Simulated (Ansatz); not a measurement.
# CH₅ClSn: inputs that go wrong

Aim: try 4 inputs for CH₅ClSn as typed, read how each ends, and find what has to change.

The runs use Ansatz 0.2.0, Gaussian basis; the settings change from run to run.

## 1. The relaxed structure

An earlier PBE0-D4 in a triple-zeta def2 set relaxation fixed the geometry. Sn takes a core potential in def2 sets; no spin-orbit term is included.

SMILES `Cl[CH2][SnH3]`, 8 atoms, charge 0, spin multiplicity 1.

Atoms are counted from 1 here; the program's logs count them from 0.

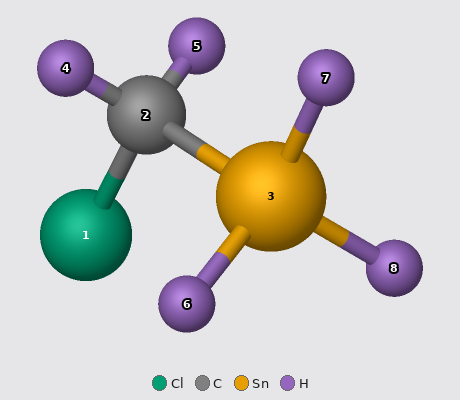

The geometry (chlorine teal, carbon grey, tin amber, hydrogen purple); atoms are numbered from 1 in the order of the file.

## 2. Attempt 1

in.yaml

```yaml
crystal:
  periodic: [false, false, false]
  atoms:
    - {symbol: Cl, position_ang: [-2.329897, 0.252837, -0.492006]}
    - {symbol: C, position_ang: [-0.661799, 0.311697, -0.925256]}
    - {symbol: Sn, position_ang: [0.694953, -0.286137, 0.675654]}
    - {symbol: H, position_ang: [-0.385096, 1.388691, -1.002731]}
    - {symbol: H, position_ang: [-0.327237, -0.387115, -1.853549]}
    - {symbol: H, position_ang: [0.377775, 0.568717, 2.027655]}
    - {symbol: H, position_ang: [2.230817, -0.210707, 0.403421]}
    - {symbol: H, position_ang: [0.381736, -1.755285, 1.286380]}
basis:
  gaussian: {orbitals: x2c-TZVPPall, fitting: {mean_field: cc-pVTZ-jkfit}}
total_charge: -1
magnetization: {spin_polarized: true, initial_magnetization: 1}
hamiltonian: {xc: {name: PBEsol}}
output: {forces: true}
```

Command:

```
$ ansatz run in.yaml --threads 2 --pin off --events-out ev --progress --plain --max-ram 4352MiB
```

Log:

```text
Functional definition: PBEsol
  name "PBEsol"
  cite "Perdew et al., Phys. Rev. Lett. 100, 136406 (2008) doi:10.1103/PhysRevLett.100.136406"
  cite "Perdew, Burke & Ernzerhof, Phys. Rev. Lett. 77, 3865 (1996) doi:10.1103/PhysRevLett.77.3865"
  parent pbesol
  exchange = pbesol_x
  correlation = pbesol_c
Error: <dir> the basis set cc-pVTZ-JKFIT has no functions for Sn
```

Run time: 0.1 s. Hardware: 2 threads of Arm Neoverse V2, shared host.

**Diagnosis.** Refused before any calculation. The fitting set named has no entry for an element of this molecule. Cure: leave the fitting key out, or name a set that covers all elements and suits the basis. The input also asks for charge -1 and multiplicity 2, not those of the species named; set them back first. Its coordinates are also moved off the relaxed structure.

## 3. Attempt 2

in.yaml

```yaml
crystal:
  periodic: [true, true, true]
  atoms:
    - {symbol: Cl, position_ang: [-2.197439, 0.132689, -0.308135]}
    - {symbol: C, position_ang: [-0.546589, 0.084750, -1.211365]}
    - {symbol: Sn, position_ang: [0.760287, -0.501060, 0.790960]}
    - {symbol: H, position_ang: [-0.318051, 1.461009, -1.127971]}
    - {symbol: H, position_ang: [-0.291363, -0.323532, -1.863637]}
    - {symbol: H, position_ang: [0.201791, 0.723184, 1.888510]}
    - {symbol: H, position_ang: [2.142073, -0.001323, 0.390457]}
    - {symbol: H, position_ang: [0.437710, -1.653432, 1.295856]}
basis:
  gaussian: {orbitals: x2c-TZVPPall}
hamiltonian: {xc: {name: PBE0}, dispersion: d3bjatm}
```

The command is unchanged.

Log:

```text
Error: YAML parse error: error: line 2 column 3: crystal: missing field `lattice` (a structure is typed as `lattice` and `atoms`, a molecule's as `atoms` in Å alone, or read from a run's directory, `checkpoint`)
 --> <input>:2:3
  |
1 | crystal:
2 |   periodic: [true, true, true]
  |   ^ crystal: missing field `lattice` (a structure is typed as `lattice` and `atoms`, a molecule's as `atoms` in Å alone, or read from a run's directory, `checkpoint`)
3 |   atoms:
4 |     - {symbol: Cl, position_ang: [-2.197439, 0.132689, -0.308135]}
  |
```

Wall time 0.05 s (2 threads of Arm Neoverse V2, shared host).

**Diagnosis.** Refused before any calculation. The molecule is marked periodic without a cell. Its coordinates are also moved off the relaxed structure. Fix: set periodic to false, or give a lattice.

## 4. Attempt 3

in.yaml

```yaml
crystal:
  periodic: [false, false, false]
  atoms:
    - {symbol: Cl, position_ang: [-2.238047, 0.206705, -0.684563]}
    - {symbol: C, position_ang: [-0.660891, 0.229975, -0.854415]}
    - {symbol: Sn, position_ang: [0.818449, -0.300346, 0.789305]}
    - {symbol: H, position_ang: [-0.347162, 1.362094, -1.097734]}
    - {symbol: H, position_ang: [-0.298041, -0.316765, -1.872161]}
    - {symbol: H, position_ang: [0.491298, 0.803113, 2.235849]}
    - {symbol: H, position_ang: [2.204318, -0.172026, 0.461043]}
    - {symbol: H, position_ang: [0.249776, -1.951615, 1.036069]}
basis:
  gaussian: {orbitals: def2-SVPD, nuclear_model: gaussian}
hamiltonian: {xc: {name: B2PLYP}}
relax: {f_tol: 0.001, max_steps: 3}
output: {forces: true}
```

The command is unchanged.

Log:

```text
Functional definition: B2PLYP
  name "B2PLYP"
  cite "Grimme, J. Chem. Phys. 124, 034108 (2006) doi:10.1063/1.2148954"
  cite "Becke, Phys. Rev. A 38, 3098 (1988) doi:10.1103/PhysRevA.38.3098"
  cite "Lee, Yang & Parr, Phys. Rev. B 37, 785 (1988) doi:10.1103/PhysRevB.37.785"
  parameter a = 0.53
  parameter c = 0.27
  exchange = (1 - a)*b88_x + a*exact_x
  correlation = (1 - c)*lyp_c + c*(mp2_os + mp2_ss)
1366 factors; integrals over basis functions are off by at most 3.3e-4 eV
mean field evaluation 1: about -19447.0791 eV, gradient 2.1e1 eV
mean field evaluation 2: about -19447.1051 eV, gradient 2.1e1 eV
mean field evaluation 4: about -19448.2734 eV, gradient 2.3e0 eV
mean field evaluation 8: about -19448.2885 eV, gradient 2.0e-2 eV
mean field -19448.28849372 eV, -714.7114196207 hartree, gradient 9.3e-6 eV, S^2 0.000000; 0 other end points of the search recorded, 0 dependent functions left out
10 core orbitals not correlated: weight in the atoms' cores, before any rotation towards them, 1.000 or more for the frozen orbitals, at most 0.000 for the correlated occupied ones
reference -19448.28867264 eV, -714.7114261959 hartree; 15, 15 occupied and 94, 94 virtual orbitals, 1366 factors
second order -14.69315615 eV of doubles, -0.00000000 eV of singles
the calculation of the forces begins
mean field evaluation 16: about -19448.2633 eV, gradient 1.1e-1 eV
relax step   1: F+E_penalty+E_count = -19452.25564588 eV  Δ(F+E_penalty+E_count) = +0.000e0 eV  max|allowed force component| = 8.456e0 eV/Å  Δτ_max = 0.0000 Å  (37 SCF iters, accepted)
these checks for a lower state are left out or cut short: starts, cluster_reference, orbital_swaps, neighbouring_geometries, increment
1366 factors; integrals over basis functions are off by at most 2.6e-4 eV
mean field -19450.05089612 eV, -714.7761867145 hartree, gradient 1.4e-6 eV, S^2 0.000000; 0 other end points of the search recorded, 0 dependent functions left out
10 core orbitals not correlated: weight in the atoms' cores, before any rotation towards them, 1.000 or more for the frozen orbitals, at most 0.000 for the correlated occupied ones
reference -19450.05107368 eV, -714.7761932397 hartree; 15, 15 occupied and 94, 94 virtual orbitals, 1366 factors
second order -14.49166971 eV of doubles, -0.00000000 eV of singles
the calculation of the forces begins
relax step   2: F+E_penalty+E_count = -19453.96364694 eV  Δ(F+E_penalty+E_count) = -1.708e0 eV  max|allowed force component| = 3.817e0 eV/Å  Δτ_max = 0.1939 Å  (45 SCF iters, accepted)
these checks for a lower state are left out or cut short: starts, cluster_reference, orbital_swaps, neighbouring_geometries, increment
1366 factors; integrals over basis functions are off by at most 2.7e-4 eV
mean field evaluation 32: about -19450.4029 eV, gradient 6.5e-4 eV
mean field -19450.40287803 eV, -714.7891218109 hartree, gradient 2.7e-6 eV, S^2 0.000000; 0 other end points of the search recorded, 0 dependent functions left out
10 core orbitals not correlated: weight in the atoms' cores, before any rotation towards them, 1.000 or more for the frozen orbitals, at most 0.000 for the correlated occupied ones
reference -19450.40305541 eV, -714.7891283297 hartree; 15, 15 occupied and 94, 94 virtual orbitals, 1366 factors
second order -14.45466642 eV of doubles, -0.00000000 eV of singles
the calculation of the forces begins
relax step   3: F+E_penalty+E_count = -19454.30563796 eV  Δ(F+E_penalty+E_count) = -3.420e-1 eV  max|allowed force component| = 7.166e-1 eV/Å  Δτ_max = 0.1322 Å  (37 SCF iters, accepted)
Error: geometry relaxation did not converge after 3 steps: max|allowed force component| = 7.17e-1 eV/Å (threshold 1.0e-3). Raise `relax.max_steps` over both its present limit and 3, loosen `relax.f_tol`, or start from a geometry closer to equilibrium. Where this run's directory can be resumed (`checkpoint.write`), a resume goes on for up to `relax.max_steps` more
```

Run time: 23 s. Hardware: 2 threads of Arm Neoverse V2, shared host; peak memory 0.48 GiB.

**Diagnosis.** It stopped unconverged. The relaxation is allowed too few steps for its threshold. The start was also shaken off the relaxed geometry, so there is far to go. To mend it, raise relax.max_steps.

## 5. Attempt 4

in.yaml

```yaml
crystal:
  periodic: [false, false, false]
  atoms:
    - {symbol: Cl, position_ang: [-2.252618, 0.127751, -0.498243]}
    - {symbol: C, position_ang: [-0.527122, 0.245698, -0.885349]}
    - {symbol: Sn, position_ang: [0.672324, -0.268677, 0.780763]}
    - {symbol: H, position_ang: [-0.380083, 1.289659, -1.239024]}
    - {symbol: H, position_ang: [-0.418646, -0.397139, -1.749553]}
    - {symbol: H, position_ang: [0.382341, 0.856015, 2.023975]}
    - {symbol: H, position_ang: [2.328361, -0.175273, 0.283093]}
    - {symbol: H, position_ang: [0.282325, -1.839705, 1.229935]}
basis:
  gaussian: {orbitals: def2-TZVPP}
hamiltonian: {xc: {name: HF}}
correlation: {active_space: {window: {electrons: 3, orbitals: 2}}}
```

Launched as before.

Log:

```text
Functional definition: HF
  name "HF"
  cite "Fock, Z. Phys. 61, 126 (1930) doi:10.1007/BF01340294"
  parent pbe
  exchange = exact_x
  correlation = 0
1280 factors; integrals over basis functions are off by at most 1.1e-3 eV
mean field evaluation 1: about -19417.2397 eV, gradient 1.8e1 eV
mean field evaluation 2: about -19417.4040 eV, gradient 1.8e1 eV
mean field evaluation 4: about -19418.5791 eV, gradient 2.7e0 eV
mean field evaluation 8: about -19418.6007 eV, gradient 1.6e-1 eV
mean field -19418.60089489 eV, -713.6204204867 hartree, gradient 1.5e-6 eV, S^2 0.000000; 0 other end points of the search recorded, 0 dependent functions left out
reference -19418.60089489 eV, -713.6204204867 hartree; 25, 25 occupied and 168, 168 virtual orbitals, 1280 factors
Error: 3 electrons in 2 orbitals form no window around the highest filled level of the reference
```

Wall time 2 s (2 threads of Arm Neoverse V2, shared host).

Diagnosis: It ended in an error. The active space doesn't fit the electrons. Its coordinates are also moved off the relaxed structure. Cure: choose a window whose electrons and orbitals fit the reference.

## 6. How the tries ended

```csv
attempt,level,ended,cause,time
1,PBEsol/x2c-TZVPPall,refused,the fitting set named has no entry for an element of this molecule,0.1 s
2,PBE0/x2c-TZVPPall,refused,the molecule is marked periodic without a cell,0.05 s
3,B2PLYP/def2-SVPD,not converged,the relaxation is allowed too few steps for its threshold,23 s
4,HF/def2-TZVPP,stopped by an error,the active space doesn't fit the electrons,2 s
```

In words: 2 refused, 1 not converged, 1 stopped by an error. A refusal costs next to no computing time.
